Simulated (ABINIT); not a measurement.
# Quasiparticle gap of BP (F-43m) in ABINIT

Wanted: ground state, empty states, screening and self-energy for BP (F-43m).

Program: ABINIT 10.8.3. Level of theory: PBE and many-body steps on it, plane waves. Results are calculated unless marked as measured.

## Step 1: The structure

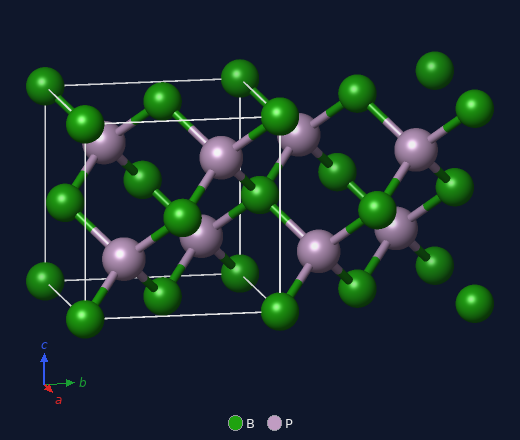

The cell as given, slightly off an axis (boron green, phosphorus pink). 1×2×1 cells are drawn. This picture shows the conventional cell, with its axes. Bonds to atoms that aren't drawn are left out. Some periodic images of atoms are drawn too.

The cell and positions come from the Crystallography Open Database and are kept as given unless a step says otherwise.

## Step 2: Ground state

This step: ABINIT 10.8.3; DFT, PBE, plane waves, norm-conserving pseudopotentials.

The ground-state density comes first.

File run.abi:

```
acell 3*1.0 Angstrom
rprim 
  0.000000000000 2.269000000000 2.269000000000
  2.269000000000 0.000000000000 2.269000000000
  2.269000000000 2.269000000000 0.000000000000
ntypat 2
znucl 5 15
natom 2
typat 1 2
xred 
  0.000000000000 0.000000000000 0.000000000000
  0.250000000000 0.250000000000 0.250000000000
pp_dirpath "pseudos"
pseudos "B.upf, P.upf"
ecut 34
ngkpt 8 8 8
nshiftk 1
shiftk 0 0 0
kptopt 1
chksymbreak 0
nband 9
occopt 1
tolvrs 1e-10
nstep 60
prtwf 0
optforces 0
optstress 0
indata_prefix "in"
outdata_prefix "out"
tmpdata_prefix "tmp"
```

Launch:

```bash
$ OMP_NUM_THREADS=1 mpirun -n 4 abinit run.abi > log
```

Numbers of over 12 decimals in the logs are rounded to 6 here.

Log:

```text
.Version 10.8.3 of ABINIT. v10.8.2 released Aug 2026.

 Symmetries : space group F-4 3 m (#216); Bravais cF (face-center cubic)
================================================================================
 Values of the parameters that define the memory need of the present run
     intxc =       0    ionmov =       0      iscf =       7    lmnmax =       6
     lnmax =       6     mgfft =      32  mpssoang =       3    mqgrid =    3001
     natom =       2  nloc_mem =       1    nspden =       1   nspinor =       1
    nsppol =       1      nsym =      24    n1xccc =    2501    ntypat =       2
    occopt =       1   xclevel =       2
-    mband =           9        mffmem =           1         mkmem =           8
       mpw =        1506          nfft =       32768          nkpt =          29
================================================================================
  Rough estimation (10% accuracy) of disk space for files :
================================================================================

--------------------------------------------------------------------------------
------------- Echo of variables that govern the present computation ------------
--------------------------------------------------------------------------------
 -outvars: echo values of preprocessed input variables --------
            acell      1.8897261259E+00  1.8897261259E+00  1.8897261259E+00 Bohr

      chksymbreak           0
             ecut      3.40000000E+01 Hartree
-          fftalg         312

              ixc     -101130
              kpt      0.00000000E+00  0.00000000E+00  0.00000000E+00
                       1.25000000E-01  0.00000000E+00  0.00000000E+00
                       2.50000000E-01  0.00000000E+00  0.00000000E+00
                       3.75000000E-01  0.00000000E+00  0.00000000E+00
                       5.00000000E-01  0.00000000E+00  0.00000000E+00
                       1.25000000E-01  1.25000000E-01  0.00000000E+00
                       2.50000000E-01  1.25000000E-01  0.00000000E+00
                       3.75000000E-01  1.25000000E-01  0.00000000E+00
                       5.00000000E-01  1.25000000E-01  0.00000000E+00
   [... 18 further rows ...]
                      -3.75000000E-01  5.00000000E-01  1.25000000E-01
                      -2.50000000E-01  5.00000000E-01  2.50000000E-01
         kptrlatt        8    0    0      0    8    0      0    0    8
          kptrlen      4.85107901E+01
P           mkmem           8
            natom           2
            nband           9
            ngfft          32      32      32
             nkpt          29
            nstep          60
             nsym          24
           ntypat           2
              occ      2.000000  2.000000  2.000000  2.000000  0.000000  0.000000
[...]
optforces           0
        optstress           0
            prtwf           0
            rprim      0.0000000000E+00  2.2690000000E+00  2.2690000000E+00
[...]
spgroup         216

           tolvrs      1.00000000E-10

             xred      0.0000000000E+00  0.0000000000E+00  0.0000000000E+00
[...]
znucl        5.00000   15.00000

================================================================================

 chkinp: Checking input parameters for consistency.

================================================================================
== DATASET  1 ==================================================================
-   mpi_nproc: 4, omp_nthreads: 1 (-1 if OMP is not activated)

--- !DatasetInfo
iteration_state: {dtset: 1, }
dimensions: {natom: 2, nkpt: 29, mband: 9, nsppol: 1, nspinor: 1, nspden: 1, mpw: 1506, }
cutoff_energies: {ecut:  34.0, pawecutdg:  -1.0, }
electrons: {nelect:   8.00000000E+00, charge:   0.00000000E+00, occopt:   1.00000000E+00, tsmear:   1.00000000E-02, }

 Real(R)+Recip(G) space primitive vectors, cartesian coordinates (Bohr,Bohr^-1):
 R(1)=  0.0000000  4.2877886  4.2877886  G(1)= -0.1166102  0.1166102  0.1166102
 R(2)=  4.2877886  0.0000000  4.2877886  G(2)=  0.1166102 -0.1166102  0.1166102
 R(3)=  4.2877886  4.2877886  0.0000000  G(3)=  0.1166102  0.1166102 -0.1166102
 Unit cell volume ucvol=  1.5766311E+02 bohr^3
 Angles (23,13,12)=  6.00000000E+01  6.00000000E+01  6.00000000E+01 degrees

 getcut: wavevector=  0.0000  0.0000  0.0000  ngfft=  32  32  32
         ecut(hartree)=     34.000   => boxcut(ratio)=   2.01047

--- Pseudopotential description ------------------------------------------------
- B Generated using ONCVPSP code by D. R. Hamann
-  5.00000   3.00000  171031                  znucl, zion, pspdat
12 -101130 1 -1 1534                          pspcod,pspxc,lmax,lloc,mmax
     nproj     2     2     0
  pspatm : epsatm=    3.38844616
         --- l  ekb(1:nproj) -->
[...]
pspatm: atomic psp has been read  and splines computed

- P Generated using ONCVPSP code by D. R. Hamann
- 15.00000   5.00000  171031                  znucl, zion, pspdat
12 -101130 2 -1 1298                          pspcod,pspxc,lmax,lloc,mmax
     nproj     2     2     2
  pspatm : epsatm=    8.05910421
         --- l  ekb(1:nproj) -->
[...]
2   -3.154982   -0.827415
 pspatm: atomic psp has been read  and splines computed

   9.15804030E+01                                ecore*ucvol(ha*bohr**3)
--------------------------------------------------------------------------------

_setup2: Arith. and geom. avg. npw (full set) are    1493.475    1493.449

================================================================================

--- !BeginCycle
iteration_state: {dtset: 1, }
solver: {iscf: 7, nstep: 60, nline: 4, wfoptalg: 0, }
tolerances: {tolvrs: 1.00E-10, }

     iter   Etot(hartree)      deltaE(h)  residm     vres2
 ETOT  1  -9.869870    -9.870E+00 5.216E-02 9.030E+01
 ETOT  2  -9.892252    -2.238E-02 4.815E-03 1.817E+01
 ETOT  3  -9.896686    -4.435E-03 5.351E-03 1.261E-01
 ETOT  4  -9.896710    -2.323E-05 7.433E-03 2.373E-03
 ETOT  5  -9.896710    -1.775E-07 5.378E-03 4.971E-05
 ETOT  6  -9.896710    -3.536E-09 2.331E-03 6.175E-07
 ETOT  7  -9.896710    -5.031E-11 7.999E-04 1.692E-08
 ETOT  8  -9.896710    -9.095E-13 1.683E-04 3.445E-10
 ETOT  9  -9.896710     2.363E-13 6.151E-05 1.548E-12

 At SCF step    9       vres2   =  1.55E-12 < tolvrs=  1.00E-10 =>converged.

--- !ResultsGS
iteration_state: {dtset: 1, }
comment   : Summary of ground state results
lattice_vectors:
- [  0.0000000,   4.2877886,   4.2877886, ]
- [  4.2877886,   0.0000000,   4.2877886, ]
- [  4.2877886,   4.2877886,   0.0000000, ]
lattice_lengths: [   6.06385,    6.06385,    6.06385, ]
lattice_angles: [ 60.000,  60.000,  60.000, ] # degrees, (23, 13, 12)
lattice_volume:   1.5766311E+02
convergence: {deltae:  2.363E-13, res2:  1.548E-12, residm:  6.151E-05, diffor:  0.000E+00, }
etotal    :  -9.89670974E+00
entropy   :   0.00000000E+00
fermie    :   2.67006735E-01
cartesian_stress_tensor: null
pressure_GPa: null
xred      :
- [  0.0000E+00,   0.0000E+00,   0.0000E+00,  B]
- [  2.5000E-01,   2.5000E-01,   2.5000E-01,  P]
cartesian_forces: null
force_length_stats: {min: null, max: null, mean: null, }

 Integrated electronic density in atomic spheres:
 ------------------------------------------------
 Atom  Sphere_radius  Integrated_density
    1        2.00000          2.70990900
    2        2.00000          2.92263652
================================================================================

 ----iterations are completed or convergence reached----

 Mean square residual over all n,k,spin=   47.057E-08; max=  61.505E-06
 reduced coordinates (array xred) for    2 atoms
       0.000000000000      0.000000000000      0.000000000000
       0.250000000000      0.250000000000      0.250000000000
 rms dE/dt=  0.0000E+00; max dE/dt=  0.0000E+00; dE/dt below (all hartree)
    1       0.000000000000      0.000000000000      0.000000000000
    2       0.000000000000      0.000000000000      0.000000000000

 cartesian coordinates (angstrom) at end:
    1      0.000000     0.000000     0.000000
    2      1.134500     1.134500     1.134500
 length scales=  1.889726125908  1.889726125908  1.889726125908 bohr
              =  1.000000000000  1.000000000000  1.000000000000 angstroms
 prteigrs : about to open file out_EIG
 Fermi (or HOMO) energy (hartree) =   0.26701   Average Vxc (hartree)=  -0.39956
 Eigenvalues (hartree) for nkpt=  29  k points:
 kpt#   1, nband=  9, wtk=  0.00195, kpt=  0.0000  0.0000  0.0000 (reduced coord)
  -0.30111    0.26701    0.26701    0.26701    0.39220    0.39220    0.39220    0.53740
   0.69048
 prteigrs : prtvol=0 or 1, do not print more k-points.

--- !EnergyTerms
iteration_state     : {dtset: 1, }
comment             : Components of total free energy in Hartree
kinetic             :  4.64395738634320E+00
hartree             :  6.30836753486013E-01
xc                  : -3.32226206940715E+00
Ewald energy        : -1.04916197636976E+01
psp_core            :  5.80861330051174E-01
local_psp           : -2.96903600272400E+00
non_local_psp       :  1.03055262904094E+00
total_energy        : -9.89670973690743E+00
total_energy_eV     : -2.69303191215349E+02
band_energy         :  2.27567509801296E-01

== END DATASET(S) ==============================================================
================================================================================

 -outvars: echo values of variables after computation  --------
           etotal     -9.8967097369E+00
            nband           9
             nkpt          29
          spgroup         216
 [... the other variables as echoed above ...]

 Calculation completed.
```

Wall time 4.1 s (4 MPI ranks of Intel Xeon Platinum 8488C (Sapphire Rapids), shared host); peak memory 0.29 GiB; 15 s of CPU time.

Numbers from this step:

- total energy: -269.3032 eV
- gap: 1.280 eV
- k of the valence top: 0, 0, 0
- k of the conduction bottom: 0.375, 0.375, 0
- least direct gap: 3.407 eV

The gap is indirect, with the least direct gap 2.13 eV higher.

## Step 3: Bands along the symmetry lines

Levels along a band path, at the cheap level, show where the edges lie and whether the meshes to come will hold them.

File run.abi:

```
acell 3*1.0 Angstrom
rprim 
  0.000000000000 2.269000000000 2.269000000000
  2.269000000000 0.000000000000 2.269000000000
  2.269000000000 2.269000000000 0.000000000000
ntypat 2
znucl 5 15
natom 2
typat 1 2
xred 
  0.000000000000 0.000000000000 0.000000000000
  0.250000000000 0.250000000000 0.250000000000
pp_dirpath "pseudos"
pseudos "B.upf, P.upf"
ecut 34
iscf -2
irdden 1
kptopt 0
nkpt 50
kpt 
  0.00000000 0.00000000 0.00000000
  -0.06250000 -0.06250000 0.00000000
  -0.12500000 -0.12500000 0.00000000
  -0.18750000 -0.18750000 0.00000000
  -0.25000000 -0.25000000 0.00000000
  -0.31250000 -0.31250000 0.00000000
  -0.37500000 -0.37500000 0.00000000
  -0.43750000 -0.43750000 0.00000000
  -0.50000000 -0.50000000 0.00000000
  -0.48437500 -0.48437500 0.03125000
  -0.46875000 -0.46875000 0.06250000
  -0.45312500 -0.45312500 0.09375000
  -0.43750000 -0.43750000 0.12500000
  -0.42187500 -0.42187500 0.15625000
  -0.40625000 -0.40625000 0.18750000
  -0.39062500 -0.39062500 0.21875000
  -0.37500000 -0.37500000 0.25000000
  -0.37500000 0.00000000 0.37500000
  -0.32812500 0.00000000 0.32812500
  -0.28125000 0.00000000 0.28125000
  -0.23437500 0.00000000 0.23437500
  -0.18750000 0.00000000 0.18750000
  -0.14062500 0.00000000 0.14062500
  -0.09375000 0.00000000 0.09375000
  -0.04687500 0.00000000 0.04687500
  0.00000000 0.00000000 0.00000000
  0.00000000 0.00000000 0.06250000
  0.00000000 0.00000000 0.12500000
  0.00000000 0.00000000 0.18750000
  0.00000000 0.00000000 0.25000000
  0.00000000 0.00000000 0.31250000
  0.00000000 0.00000000 0.37500000
  0.00000000 0.00000000 0.43750000
  0.00000000 0.00000000 0.50000000
  -0.06250000 -0.03125000 0.46875000
  -0.12500000 -0.06250000 0.43750000
  -0.18750000 -0.09375000 0.40625000
  -0.25000000 -0.12500000 0.37500000
  -0.31250000 -0.15625000 0.34375000
  -0.37500000 -0.18750000 0.31250000
  -0.43750000 -0.21875000 0.28125000
  -0.50000000 -0.25000000 0.25000000
  -0.50000000 -0.28125000 0.21875000
  -0.50000000 -0.31250000 0.18750000
  -0.50000000 -0.34375000 0.15625000
  -0.50000000 -0.37500000 0.12500000
  -0.50000000 -0.40625000 0.09375000
  -0.50000000 -0.43750000 0.06250000
  -0.50000000 -0.46875000 0.03125000
  -0.50000000 -0.50000000 0.00000000
istwfk *1
nband 11
nbdbuf 2
tolwfr 1e-08
nstep 40
prtwf 0
prtvol 0
indata_prefix "in"
outdata_prefix "out"
tmpdata_prefix "tmp"
```

Log:

```text
.Version 10.8.3 of ABINIT. v10.8.2 released Aug 2026.

 Symmetries : space group F-4 3 m (#216); Bravais cF (face-center cubic)
[... echo of the input left out ...]
== DATASET  1 ==================================================================
-   mpi_nproc: 4, omp_nthreads: 1 (-1 if OMP is not activated)

--- !DatasetInfo
iteration_state: {dtset: 1, }
dimensions: {natom: 2, nkpt: 50, mband: 11, nsppol: 1, nspinor: 1, nspden: 1, mpw: 1524, }
cutoff_energies: {ecut:  34.0, pawecutdg:  -1.0, }
electrons: {nelect:   8.00000000E+00, charge:   0.00000000E+00, occopt:   1.00000000E+00, tsmear:   1.00000000E-02, }

 Real(R)+Recip(G) space primitive vectors, cartesian coordinates (Bohr,Bohr^-1):
 R(1)=  0.0000000  4.2877886  4.2877886  G(1)= -0.1166102  0.1166102  0.1166102
 R(2)=  4.2877886  0.0000000  4.2877886  G(2)=  0.1166102 -0.1166102  0.1166102
 R(3)=  4.2877886  4.2877886  0.0000000  G(3)=  0.1166102  0.1166102 -0.1166102
 Unit cell volume ucvol=  1.5766311E+02 bohr^3
 Angles (23,13,12)=  6.00000000E+01  6.00000000E+01  6.00000000E+01 degrees

 getcut: wavevector=  0.0000  0.0000  0.0000  ngfft=  32  32  32
         ecut(hartree)=     34.000   => boxcut(ratio)=   2.01047

--- Pseudopotential description ------------------------------------------------
- B Generated using ONCVPSP code by D. R. Hamann
-  5.00000   3.00000  171031                  znucl, zion, pspdat
12 -101130 1 -1 1534                          pspcod,pspxc,lmax,lloc,mmax
     nproj     2     2     0
  pspatm : epsatm=    3.38844616
         --- l  ekb(1:nproj) -->
             0    8.382104    1.234201
             1   -3.719492   -0.867526
 pspatm: atomic psp has been read  and splines computed

- P Generated using ONCVPSP code by D. R. Hamann
- 15.00000   5.00000  171031                  znucl, zion, pspdat
12 -101130 2 -1 1298                          pspcod,pspxc,lmax,lloc,mmax
     nproj     2     2     2
  pspatm : epsatm=    8.05910421
         --- l  ekb(1:nproj) -->
             0    6.598722    1.052341
[...]
pspatm: atomic psp has been read  and splines computed

--------------------------------------------------------------------------------

================================================================================
 prteigrs : about to open file out_EIG
 Non-SCF case, kpt    1 (  0.00000  0.00000  0.00000), residuals and eigenvalues=
  2.07E-09  2.03E-09  2.54E-09  7.57E-09  9.91E-10  7.95E-09  8.75E-09  2.09E-09
[...]
-3.0111E-01  2.6701E-01  2.6701E-01  2.6701E-01  3.9220E-01  3.9220E-01
  3.9220E-01  5.3740E-01  6.9047E-01  7.0970E-01  7.0970E-01
 Non-SCF case, kpt    2 ( -0.06250 -0.06250  0.00000), residuals and eigenvalues=
  4.40E-09  2.39E-09  4.87E-09  9.99E-09  1.46E-09  4.38E-09  3.97E-09  3.31E-09
[...]
-2.9765E-01  2.5282E-01  2.5282E-01  2.5505E-01  3.8534E-01  4.1020E-01
[...]
3.54E-09  2.57E-09  3.37E-09  7.93E-09  3.89E-09  3.70E-09  8.59E-09  5.77E-09
[...]
-2.8732E-01  2.2366E-01  2.2386E-01  2.2386E-01  3.6930E-01  4.5040E-01
  4.5040E-01  5.4631E-01  6.4728E-01  7.2434E-01  7.3398E-01
[...]
Non-SCF case, kpt   49 ( -0.50000 -0.46875  0.03125), residuals and eigenvalues=
[...]
-1.2244E-01 -4.7675E-02  1.1332E-01  1.1345E-01  3.2073E-01  3.3283E-01
  7.0552E-01  7.0931E-01  8.1682E-01  8.6372E-01  9.1210E-01
 Non-SCF case, kpt   50 ( -0.50000 -0.50000  0.00000), residuals and eigenvalues=
[...]
-1.2278E-01 -4.8232E-02  1.1583E-01  1.1583E-01  3.1652E-01  3.2827E-01
  7.1044E-01  7.1044E-01  8.2597E-01  8.7270E-01  9.2368E-01

--- !ResultsGS
iteration_state: {dtset: 1, }
comment   : Summary of ground state results
lattice_vectors:
- [  0.0000000,   4.2877886,   4.2877886, ]
- [  4.2877886,   0.0000000,   4.2877886, ]
- [  4.2877886,   4.2877886,   0.0000000, ]
lattice_lengths: [   6.06385,    6.06385,    6.06385, ]
lattice_angles: [ 60.000,  60.000,  60.000, ] # degrees, (23, 13, 12)
lattice_volume:   1.5766311E+02
convergence: {deltae:  0.000E+00, res2:  0.000E+00, residm:  9.993E-09, diffor:  0.000E+00, }
etotal    :  -9.89670974E+00
entropy   :   0.00000000E+00
fermie    :   2.67006735E-01
cartesian_stress_tensor: null
pressure_GPa: null
xred      :
- [  0.0000E+00,   0.0000E+00,   0.0000E+00,  B]
- [  2.5000E-01,   2.5000E-01,   2.5000E-01,  P]
cartesian_forces: null
force_length_stats: {min: null, max: null, mean: null, }

 Integrated electronic density in atomic spheres:
 ------------------------------------------------
 Atom  Sphere_radius  Integrated_density
[...]
================================================================================

 ----iterations are completed or convergence reached----

 Mean square residual over all n,k,spin=   47.323E-10; max=  99.929E-10
 reduced coordinates (array xred) for    2 atoms
[...]
cartesian coordinates (angstrom) at end:
    1      0.000000     0.000000     0.000000
    2      1.134500     1.134500     1.134500
 length scales=  1.889726125908  1.889726125908  1.889726125908 bohr
              =  1.000000000000  1.000000000000  1.000000000000 angstroms
 prteigrs : about to open file out_EIG
 Eigenvalues (hartree) for nkpt=  50  k points:
 kpt#   1, nband= 11, wtk=  1.00000, kpt=  0.0000  0.0000  0.0000 (reduced coord)
[...]
kpt#   2, nband= 11, wtk=  1.00000, kpt= -0.0625 -0.0625  0.0000 (reduced coord)
[...]
kpt#   3, nband= 11, wtk=  1.00000, kpt= -0.1250 -0.1250  0.0000 (reduced coord)
[...]
kpt#  49, nband= 11, wtk=  1.00000, kpt= -0.5000 -0.4687  0.0313 (reduced coord)
  -0.12244   -0.04767    0.11332    0.11345    0.32073    0.33283    0.70552    0.70931
   0.81682    0.86372    0.91210
 kpt#  50, nband= 11, wtk=  1.00000, kpt= -0.5000 -0.5000  0.0000 (reduced coord)
  -0.12278   -0.04823    0.11583    0.11583    0.31652    0.32827    0.71044    0.71044
   0.82597    0.87270    0.92368

== END DATASET(S) ==============================================================
================================================================================

 -outvars: echo values of variables after computation  --------
            nband          11
             nkpt          50
          spgroup         216
 [... the other variables as echoed above ...]

 Calculation completed.
```

It took 5 s on 4 MPI ranks; peak memory 0.27 GiB; 19 s of CPU time.

This step gave:

* gap: 1.260 eV
* k of the valence top: 0, 0, 0
* k of the conduction bottom: -0.4375, -0.4375, 0
* least direct gap: 3.407 eV

The gap is 1.260 eV, −0.020 eV from the run before at this level.

The electronic bands at the labelled points (eV, zero at the top of the highest filled band; v1 is the highest filled band, c1 the lowest empty one):

| point | v4 | v3 | v2 | v1 | c1 | c2 | c3 | c4 |
| --- | --- | --- | --- | --- | --- | --- | --- | --- |
| Γ | -15.46 | 0.00 | 0.00 | 0.00 | 3.41 | 3.41 | 3.41 | 7.36 |
| X | -10.61 | -8.58 | -4.11 | -4.11 | 1.35 | 1.67 | 12.07 | 12.07 |
| U | -10.61 | -8.16 | -6.22 | -3.50 | 2.16 | 6.00 | 9.71 | 10.59 |
| jump to K | -10.61 | -8.16 | -6.22 | -3.50 | 2.16 | 6.00 | 9.71 | 10.59 |
| Γ | -15.46 | 0.00 | 0.00 | 0.00 | 3.41 | 3.41 | 3.41 | 7.36 |
| L | -12.14 | -9.03 | -1.76 | -1.76 | 3.78 | 4.72 | 4.72 | 10.13 |
| W | -10.33 | -8.05 | -5.67 | -5.47 | 5.33 | 6.77 | 7.23 | 7.45 |
| X | -10.61 | -8.58 | -4.11 | -4.11 | 1.35 | 1.67 | 12.07 | 12.07 |

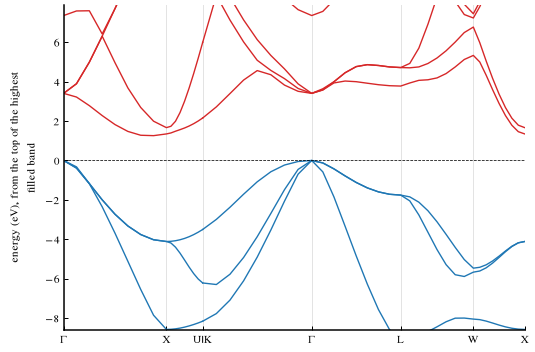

Electronic bands along the path; lines of filled and empty bands in two colours.

(Part 1 of 2 ends here.)

[Paths, hosts, dates, memory and timing lines, banners, echoed tables and standing remarks are left out of the program output.]

[Logs are printed without paths, hosts, clocks, repeated set-up lines and the standing remarks that a program may print on its own settings, such as how far it seeks lower states.]

[Runs of the session that timed out or met a known fault of the program may be left out.]

[Hosts, paths, dates, database ids (printed as entryN), source tags and the programs' standing remarks are cut or masked in the printed files.]

[G0W0 gaps are taken among the corrected bands and points alone; a level outside them can change the order at an edge.]

[Where Ansatz stands beside ABINIT at settings called matched, ABINIT's density can come from a denser mesh and the files from another edition; pairs whose starting gaps differed by over 0.03 eV were left out, so agreement reads better than it is.]
